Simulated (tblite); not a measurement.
# Frequency calculation, with input and output: C3H12O3Si3

The run: frequency calculation of C3H12O3Si3. Method and program: GFN2-xTB harmonic vibrations, gas phase (tblite 0.8.0).

It belongs to a series of runs on one base structure; here: H on C replaced by OC2H5.

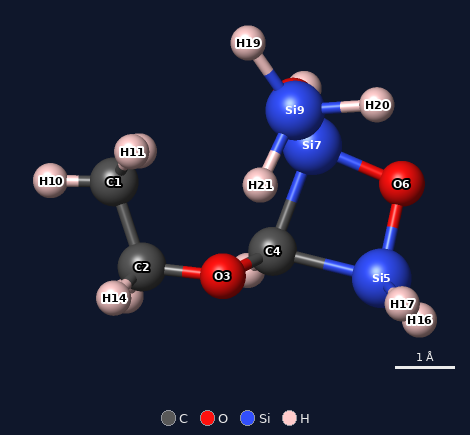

*The input geometry (ball-and-stick view, seen at a tilt; atoms are numbered from 1 in the order of the input).*

Input
```
{"job": {"kind": "ir", "xc": "GFN2-xTB", "basis": "xTB"}, "charge": 0, "multiplicity": 1}
C     -1.497518     1.748649    -0.379152
C     -2.015879     0.676044     0.575954
O     -1.063797    -0.292466     0.943347
C     -0.671020    -1.180384    -0.097447
Si     0.437140    -2.647275     0.492386
O      1.548656    -2.162361    -0.640597
Si     0.883912    -0.723103    -1.144040
O      1.688308     0.539145    -0.560860
Si     2.292264     1.180896     0.813293
H     -2.265326     2.504266    -0.524291
H     -0.605915     2.215901     0.030584
H     -1.241977     1.314701    -1.343089
H     -2.893336     0.180767     0.127903
H     -2.320525     1.135632     1.521309
H     -1.557485    -1.483763    -0.669790
H     -0.000792    -3.985096     0.120357
H      0.979994    -2.501706     1.833066
H      0.918063    -0.619239    -2.586539
H      2.593642     2.542047     0.369049
H      3.490480     0.429028     1.182625
H      1.292188     1.145259     1.876501
```

The first line tells a small driver script what to run in tblite; the rest is the geometry in Å.

Launched with:
```bash
OMP_NUM_THREADS=1 python <driver script> task.json out
```

Output
```
mode    cm-1     km/mol
  1      37.0      0.14
  2      55.5      0.93
  3      59.7      0.59
  4      75.6      0.20
  5      97.8      2.41
  6     105.0      3.93
  7     166.3      0.78
  8     177.6      5.05
  9     225.3      2.51
 10     257.9     11.51
 11     311.3      5.64
 12     326.0     19.49
 13     409.6     11.64
 14     460.8     17.53
 15     474.6     47.85
 16     525.9     25.86
 17     566.7     41.73
 18     574.6    104.42
 19     589.0     18.55
 20     603.8    101.39
 21     628.8     36.35
 22     653.8     48.29
 23     721.2     15.75
 24     747.4    132.37
 25     750.6    224.33
 26     764.3    459.34
 27     782.1    105.77
 28     792.0    381.03
 29     818.2    307.71
 30     832.3    298.33
 31     833.2     37.74
 32     915.4     12.90
 33    1022.6     15.72
 34    1032.0     23.79
 35    1073.2     80.39
 36    1082.5    401.85
 37    1122.4    145.19
 38    1158.6     15.53
 39    1258.2      1.28
 40    1303.0     11.97
 41    1343.4     14.83
 42    1399.9     12.75
 43    1465.2      0.40
 44    1481.3      3.69
 45    1493.7      3.05
 46    2254.7    369.54
 47    2259.8    307.65
 48    2284.2     88.33
 49    2314.9    420.01
 50    2337.4    207.02
 51    2395.6    349.26
 52    2841.2     62.00
 53    2847.5     86.51
 54    2953.8     32.48
 55    3037.1     42.46
 56    3039.5     23.28
 57    3048.1     28.30
```

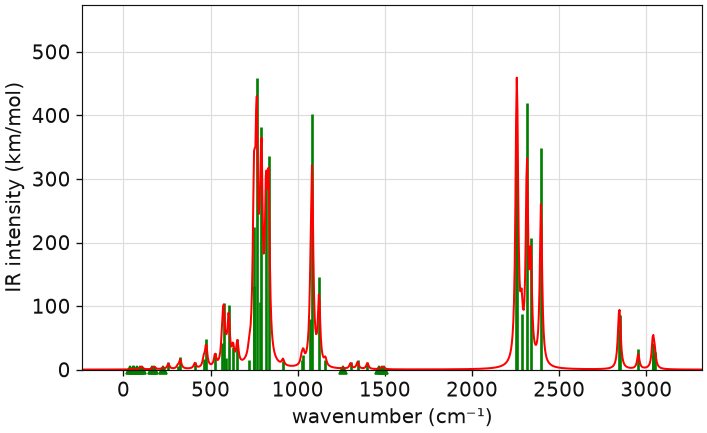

*Harmonic infrared spectrum, unscaled: sticks (degenerate modes added up, dark ones marked on the axis) with a Lorentzian envelope of 16 cm⁻¹ full width, scaled to the tallest stick.*

57 modes from 37 to 3048 cm⁻¹, none imaginary. The strongest line is at 764 cm⁻¹ (459 km/mol).

Summary

| quantity | value |
| --- | --- |
| outcome | converged |
| total energy | −819.1555 eV |
| zero-point energy | 90.3330 kcal/mol |
| hardware | 1 CPU thread, shared host |
| wall time | 2.1 s |
| peak memory | 0.19 GiB |
